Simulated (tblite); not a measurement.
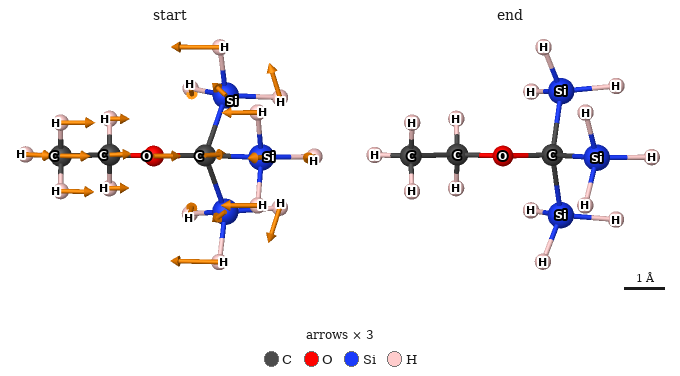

The structure of C$_{3}$H$_{14}$OSi$_{3}$ before (left) and after (right) a relaxation, at one scale. The orange arrows give the displacements, 3 times their true length.

Style: ball-and-stick. Shown face on.

The calculation used GFN2-xTB geometry optimisation, gas phase in tblite 0.8.0. 

Q: Summarise the run.

A: The largest moves after the best rigid fit, 0.44 Å, are those of H atoms. By element the largest moves are H 0.44 Å, C 0.27 Å, O 0.25 Å, Si 0.19 Å. Among the contacts that change: H–Si 1.489 → 1.466 Å, C–Si 1.936 → 1.917 Å, C–Si 1.898 → 1.916 Å, C–O 1.466 → 1.452 Å. Among the angles between lasting bonds that change: O–C–Si 112.3° → 97.2°, Si–C–Si 99.2° → 111.7°, Si–C–Si 99.8° → 111.7°. Over 83 geometry steps the energy falls by 11.6 kcal/mol. Cost: 1.3 s on 1 thread of Arm Neoverse N1 (shared host).
